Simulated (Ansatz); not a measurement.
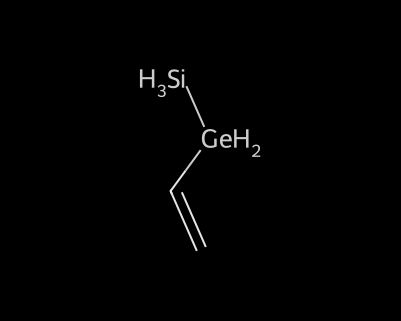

**Give its SMILES.**

C=[CH][GeH2][SiH3]

**Give the formula, hydrogens included.**

C2H8GeSi.

**An optimisation with PBE0-D4/def2-TZVP gave a structure of which point group?**

C1. Other conformers may differ.

More results for the same structure follow; atom numbers are the same in all pictures, views and colours differ. Computed geometry: PBE0-D4/def2-TZVP optimisation. No frequency run is at hand to confirm it as a minimum.

## Dipole moment

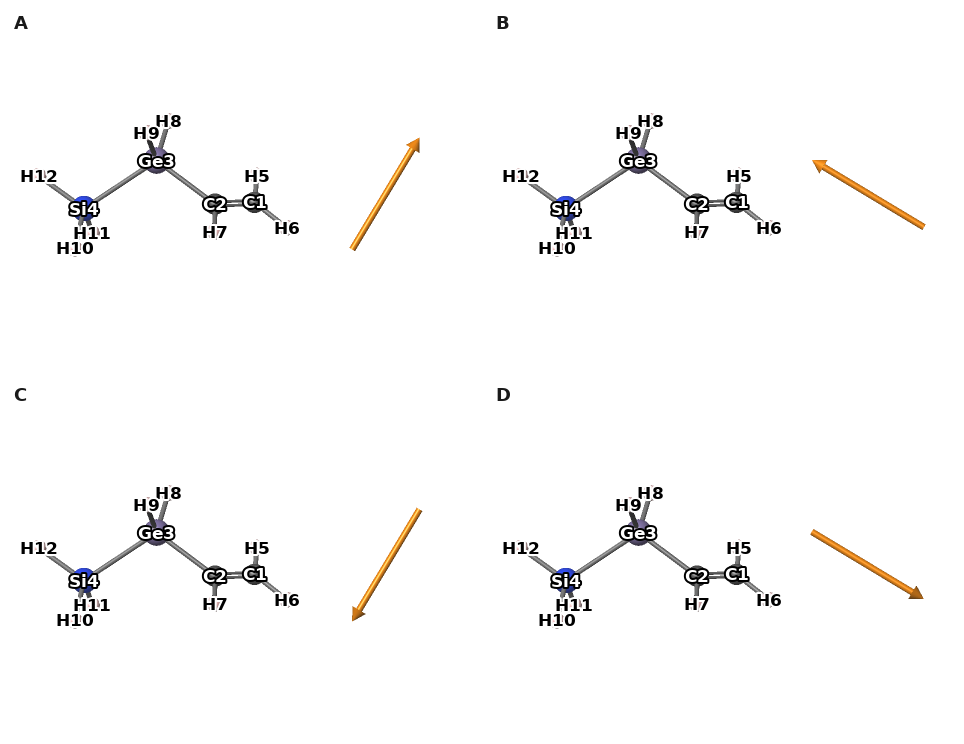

The same molecule four times, each with an arrow. No frequency run is at hand to confirm it as a minimum. Level of theory: RKS B3LYP-D4/def2-TZVPP (Ansatz 0.2.0).

**Which arrow points along the dipole moment, from the negative to the positive end?**

D. The dipole moment is 0.57 D; it points from the side of H12 to the side of H6 (the outermost atoms at the two ends).

## Charges

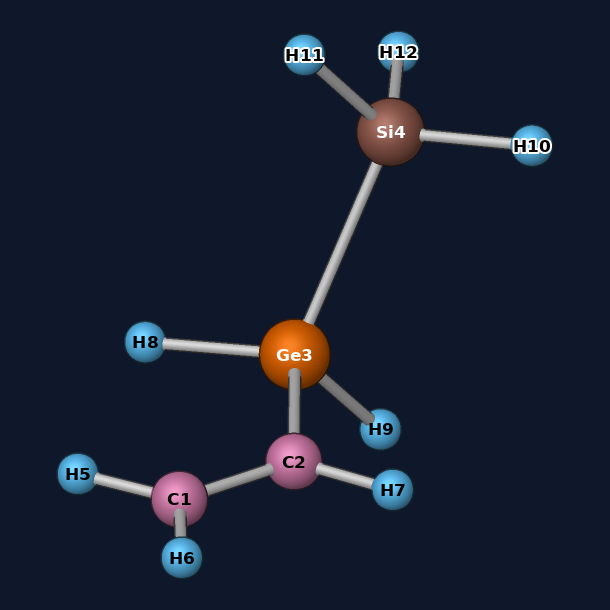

The questions are on Mulliken charges. No frequency run is at hand to confirm it as a minimum. Properties computed with RKS PBE-D4/def2-TZVPP (Ansatz 0.2.0).

**Which atom carries the highest charge (most positive or least negative)?**

Ge3 (0.15 e).

**And the lowest?**

C1, C2 (−0.17 e).

List the Mulliken charges.

| atom | value (e) |
| --- | --- |
| C1 | −0.17 |
| C2 | −0.17 |
| Ge3 | 0.15 |
| Si4 | 0.06 |
| H5 | 0.08 |
| H6 | 0.10 |
| H7 | 0.09 |
| H8 | −0.02 |
| H9 | −0.01 |
| H10 | −0.04 |
| H11 | −0.04 |
| H12 | −0.04 |

## Electronic properties

No frequency run is at hand to confirm it as a minimum. Properties computed with RKS PBE0-D4/def2-TZVPP (Ansatz 0.2.0).

What does the calculation give?

- HOMO energy (Kohn–Sham orbital): −7.58 eV
- LUMO energy (Kohn–Sham orbital): −0.45 eV
- HOMO–LUMO gap: 7.14 eV
- dispersion correction: −20.7 kJ/mol

Mulliken values depend strongly on the basis set and can even reverse the polarity of a bond.
